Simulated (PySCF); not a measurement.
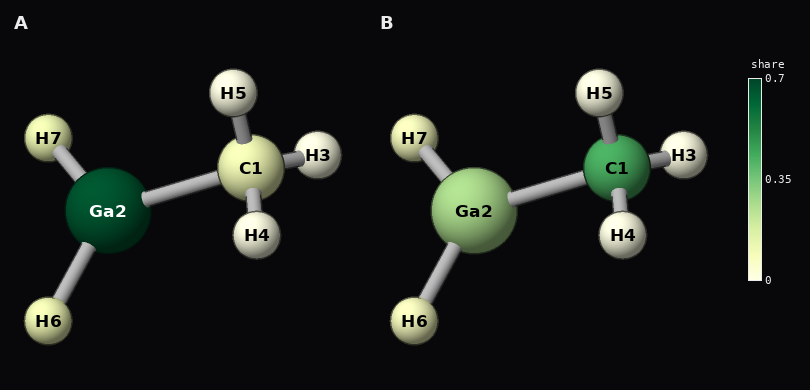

Each panel colours the atoms by their Löwdin share in one orbital (up to four of the largest shares; other atoms are shown as zero). Geometry: a frame of a GFN2-xTB molecular-dynamics simulation, not a minimum. Method: PBE0/def2-SVPD (PySCF 2.14.0).

The panels show the HOMO, LUMO, in some order. Which is which?

Answer. A: LUMO, −1.46 eV; Ga2 0.66, H7 0.11, C1 0.10, H6 0.10
B: HOMO, −7.75 eV; C1 0.42, Ga2 0.26, H7 0.08, H6 0.08
